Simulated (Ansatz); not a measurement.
Consider Ge$_{7}$I.

```xyz
32
Lattice="8.8486 0.0000 0.0000 0.0000 8.8486 0.0000 0.0000 0.0000 8.8486" Properties=species:S:1:pos:R:3 pbc="T T T"
Ge    0.0000    2.2121    2.2121
Ge    4.4243    6.6364    2.2121
Ge    4.4243    2.2121    6.6364
Ge    0.0000    6.6364    6.6364
Ge    4.4243    2.2121    2.2121
Ge    0.0000    6.6364    2.2121
Ge    0.0000    2.2121    6.6364
Ge    4.4243    6.6364    6.6364
Ge    2.2121    0.0000    2.2121
Ge    6.6364    4.4243    2.2121
Ge    6.6364    0.0000    6.6364
Ge    2.2121    4.4243    6.6364
Ge    6.6364    0.0000    2.2121
Ge    2.2121    4.4243    2.2121
Ge    2.2121    0.0000    6.6364
Ge    6.6364    4.4243    6.6364
Ge    2.2121    2.2121    0.0000
Ge    6.6364    6.6364    0.0000
Ge    6.6364    2.2121    4.4243
Ge    2.2121    6.6364    4.4243
Ge    6.6364    2.2121    0.0000
Ge    2.2121    6.6364    0.0000
Ge    2.2121    2.2121    4.4243
Ge    6.6364    6.6364    4.4243
Ge    4.4243    0.0000    0.0000
Ge    0.0000    4.4243    0.0000
Ge    0.0000    0.0000    4.4243
Ge    4.4243    4.4243    4.4243
I     0.0000    0.0000    0.0000
I     4.4243    4.4243    0.0000
I     4.4243    0.0000    4.4243
I     0.0000    4.4243    4.4243
```

Space group Fm-3m; a structure generated by program, which may or may not match a known phase; computed without spin polarisation.

Level of theory: DFT PBE, scalar-relativistic, plane waves, PAW (Ansatz 0.2.0).

**What can the converged valence pseudo-density and electron localisation function tell about the bonding?**

Ge–I (3.13 Å): ρ is about 0.19 e/Å³ halfway; the ELF is about 0.30 at the midpoint.

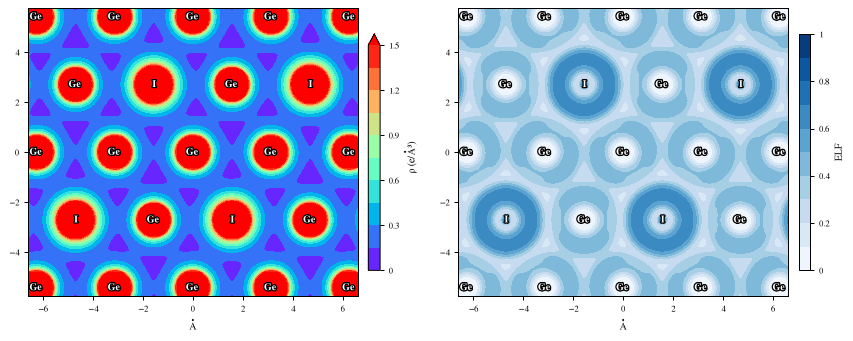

Computed valence pseudo-density and electron localisation function on the (111) plane of the conventional cell, in this order. 
